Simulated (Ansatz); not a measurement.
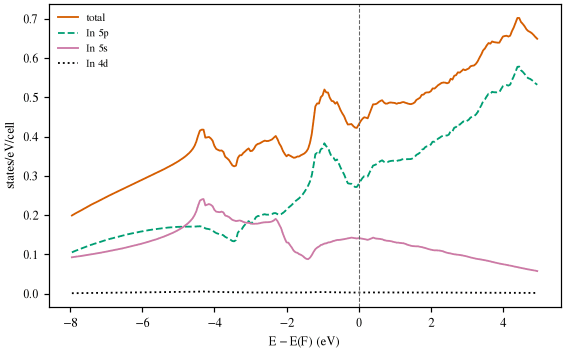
Total and projected density of states of In (body-centred tetragonal, I4/mmm), plane-wave PAW PBEsol (Ansatz code)

Problem. Which orbitals carry the states next to the Fermi level?

Solution. Within 0.5 eV of the Fermi level: In 5p 66 %, In 5s 31 %. Projections are on Löwdin-orthogonalised atomic valence shells; empty p or d shells of many metals are not among them.

Problem. Where is the tallest occupied peak in this window, and what makes it?

Solution. Near -0.9 eV, about 0.52 states/eV per cell; the largest projected share is In 5p.

Its axis ratio c/a = 1.34 departs by over 6 % from that of the usual cell of this phase: another minimum, or an error of the functional. The cell keeps a stress of up to 0.2 GPa. Symmetry was held in the PBEsol relaxation; its stability against distortions is not shown here. The volume moved by -51 % from the start of the relaxation. Scalar-relativistic: spin–orbit coupling is off unless named, which matters more the heavier the elements.

Potentials: the later of the program's two PAW sets.
